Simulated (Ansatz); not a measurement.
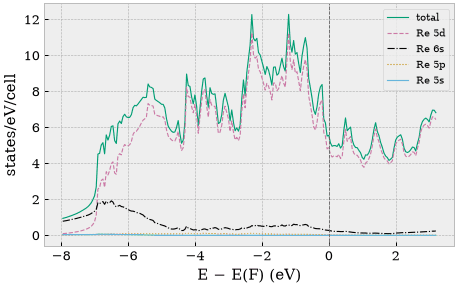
Total and projected density of states of Re in space group P-6m2 (No. 187; Pearson symbol hP8), plane-wave PAW r²SCAN (Ansatz code)

Question: Which orbitals carry the states next to the Fermi level?

Answer: Within 0.5 eV of the Fermi level: Re 5d 88 %, outside the projected shells 6 %. Projections are on Löwdin-orthogonalised atomic valence shells; empty p or d shells of many metals are not among them.

Question: Where is the tallest occupied peak in this window, and what makes it?

Answer: Near -1.2 eV, about 12 states/eV per cell; the largest projected share is Re 5d.

The start of the workflow was typed in or built on a structure type; neither database checked (COD, Materials Project) lists it. It is not the phase usual at ambient conditions (space group No. 194). The r²SCAN relaxation kept the symmetry of its start; whether a distortion lowers the energy is not shown. No spin polarisation was allowed. Spin–orbit coupling is left out wherever it is not named.

Potentials: the earlier of the program's two PAW sets.
